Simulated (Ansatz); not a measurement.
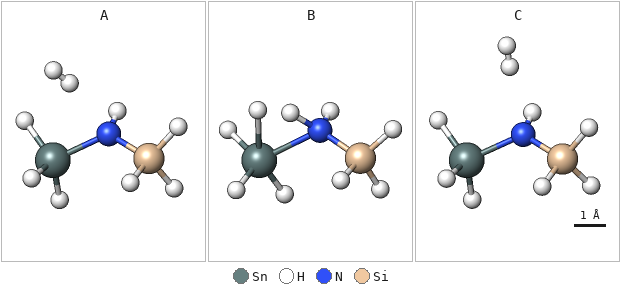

3 geometries from a converged minimum-energy path of SnSiNH$_{9}$, made up at the start of SnH4 and SiNH5, shuffled. The picture is a ball-and-stick view, seen from a free direction.

All numbers below come from RKS PBE/def2-SVP (Ansatz). Set-up: 7 movable images; climbing image; force threshold 0.03 eV/Å; iteration limit 60; starting path through a guess of the saddle point.

### Which frame is the transition state?

B. In order along the path, whose images run from 0 to 8: B (image 3, +162.8 kJ/mol), A (image 6, +41.5 kJ/mol), C (image 8, +40.4 kJ/mol). Breaking: H–N (1.03 → 2.65 Å), H–Sn (1.73 → 4.53 Å). Forming: H–H (3.01 → 0.77 Å), N–Sn (3.31 → 2.07 Å).

Limits of the set-up: the start holds two separate molecules, 3.0 Å apart at their closest, whose relative position is a soft coordinate and is computed without a dispersion correction.

The run took 5.7 min on 2 threads of AMD EPYC 7R43 64-Core Processor (Zen 3), on a shared host, peak memory 0.16 GiB.
